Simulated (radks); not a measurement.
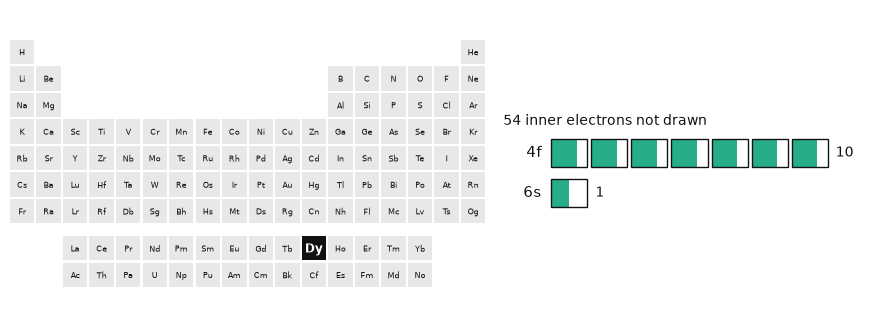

**Figure 1.** Left, the place of dysprosium in the periodic table; right, the outer shells as the input fills them: a box for each of the 2l + 1 orbitals, shaded by the share of the shell that is filled, with the electron count at the right.

## Run report: Dy⁺, atomic calculation

- system: the Dy⁺ ion in the configuration [Xe] 4f10 6s1 (open shells shared over both j by 2j + 1).
- method: Dirac Kohn-Sham, PBEsol, spin-unpolarised, spherical densities, point nucleus (the in-house radial solver radks)

The input:
```
Z 66
configuration [Xe] 4f10 6s1
relativity Dirac
functional pbe_sol,pbe_sol
spin unpolarised
j_filling average
nucleus point
c 137.035999084
```

Energies in input and log are in hartree, lengths in bohr.

The program's output:
```
1s1/2   1   2.0000       -1969.30342312
2s1/2   1   2.0000        -327.96510098
2p1/2   1   2.0000        -311.93377471
2p3/2   1   4.0000        -282.54281708
3s1/2   1   2.0000         -73.17424070
3p1/2   1   2.0000         -66.18312637
3p3/2   1   4.0000         -60.08033520
3d3/2   1   4.0000         -48.06320928
3d5/2   1   6.0000         -46.73016608
4s1/2   1   2.0000         -14.65236781
4p1/2   1   2.0000         -11.89624462
4p3/2   1   4.0000         -10.52994183
4d3/2   1   4.0000          -5.99264717
4d5/2   1   6.0000          -5.74530352
4f5/2   1   4.2857          -0.37029412
4f7/2   1   5.7143          -0.33798228
5s1/2   1   2.0000          -2.03513854
5p1/2   1   2.0000          -1.29386658
5p3/2   1   4.0000          -1.12066416
6s1/2   1   1.0000          -0.32467402
Etot -12163.976709141823
Ekin 13344.397313258458
Encl -29985.554160559244
Eh 4737.423060975618
Exc -260.24292281665504
err 6.646512452425249e-09
it 16
```

Orbitals:

```
orbital  occupation  energy (eV)  ⟨r⟩ (bohr)  outer maximum (bohr)
     1s           2     −53587.5     0.02112                0.0134
     2s           2      −8924.4     0.08924                0.0762
  2p1/2           2      −8488.2     0.07439                0.0574
  2p3/2           4      −7688.4     0.08145                0.0634
     3s           2      −1991.2      0.2342                 0.216
  3p1/2           2      −1800.9      0.2238                 0.203
  3p3/2           4      −1634.9      0.2372                 0.216
  3d3/2           4      −1307.9      0.2097                 0.171
  3d5/2           6      −1271.6      0.2138                 0.174
     4s           2     −398.711      0.5300                 0.494
  4p1/2           2     −323.713      0.5405                 0.498
  4p3/2           4     −286.534      0.5712                 0.525
  4d3/2           4     −163.068      0.6037                 0.530
  4d5/2           6     −156.338      0.6147                 0.539
     5s           2      −55.379       1.302                  1.16
  5p1/2           2      −35.208       1.470                  1.27
  5p3/2           4      −30.495       1.576                  1.35
  4f5/2       4.286      −10.076      0.8642                 0.536
  4f7/2       5.714       −9.197      0.8843                 0.541
     6s           1       −8.835       3.707                  3.24
```

Slater integrals of the outer shells (hartree):

```tsv
integral	value
F0(6s1/2,6s1/2)	0.2431
F0(6s1/2,4f7/2)	0.3159
G3(6s1/2,4f7/2)	0.0126
F0(6s1/2,4f5/2)	0.3163
G3(6s1/2,4f5/2)	0.0121
F0(6s1/2,5p3/2)	0.3017
G1(6s1/2,5p3/2)	0.0255
F0(4f7/2,4f7/2)	1.0778
F2(4f7/2,4f7/2)	0.4943
F4(4f7/2,4f7/2)	0.3069
F6(4f7/2,4f7/2)	0.2199
F0(4f7/2,4f5/2)	1.0884
F2(4f7/2,4f5/2)	0.5000
F4(4f7/2,4f5/2)	0.3105
```

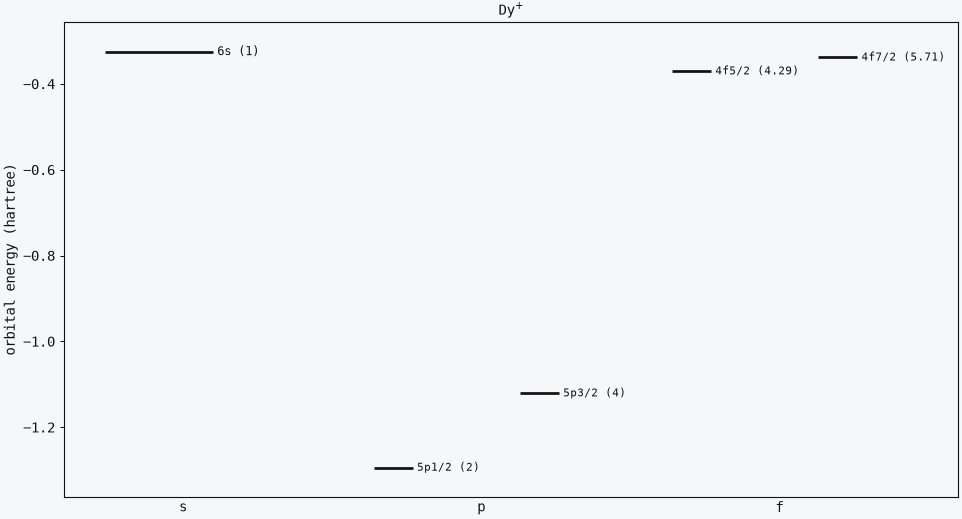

**Figure 2.** The outer levels are drawn by angular momentum (occupations in brackets, the lower j at the left of each column). The highest occupied level is 6s at −0.325 hartree. From the top down the occupied levels run 6s (−0.325 hartree), 4f7/2 (−0.338 hartree), 4f5/2 (−0.370 hartree), 5p3/2 (−1.12 hartree), 5p1/2 (−1.29 hartree). Spin-orbit splittings: 4f 0.0323 hartree, 5p 0.173 hartree.

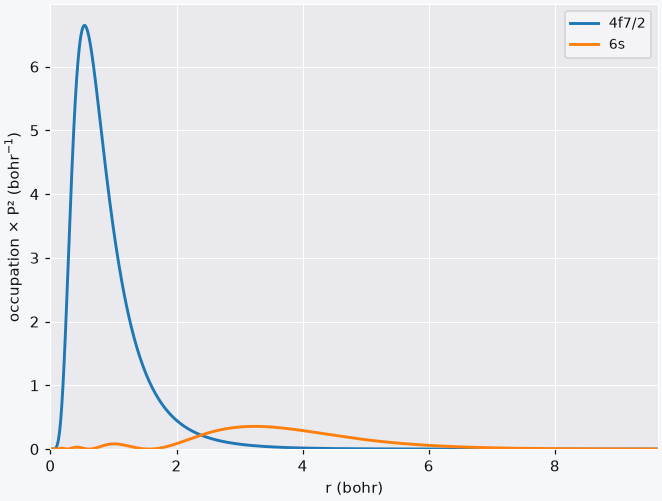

**Figure 3.** The radial probability densities P² (large components) of 4f7/2 and 6s, each times its occupation. 4f7/2: outer maximum at 0.541 bohr, ⟨r⟩ = 0.884 bohr, 0 nodes, eigenvalue −9.20 eV; 6s: outer maximum at 3.24 bohr, ⟨r⟩ = 3.71 bohr, 5 nodes, eigenvalue −8.83 eV. The innermost lobes are too small to be seen at this scale.

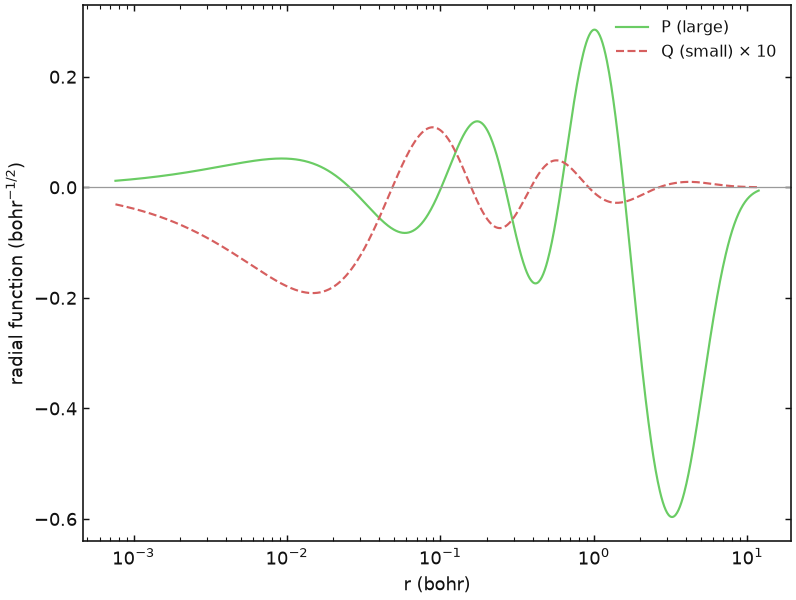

**Figure 4.** The large and small radial components of one occupied spinor. It is 6s1/2. The spinor has κ = −1: the large component has l = 0 and 5 radial nodes (r = 0.0256, 0.101, 0.264, 0.614 and 1.57 bohr), the small one has l = 1. The small component carries 0.0035 % of the norm; ⟨r⟩ = 3.71 bohr and the eigenvalue is −8.83 eV. The nodes of P give n − l − 1 and its extent picks the shell; Q has as many nodes as P for κ < 0 and one more for κ > 0.

Summary:

| quantity | value |
| --- | --- |
| outcome | converged |
| total energy | −12163.9767 hartree |
| kinetic energy | 13344.3973 hartree |
| electron–nucleus energy | −29985.5542 hartree |
| Hartree energy | 4737.4231 hartree |
| exchange–correlation energy | −260.242923 hartree |
| radius at density 0.001 e/bohr³ | 4.43 bohr |
| SCF iterations | 16 |
| hardware | 1 CPU thread, shared host |
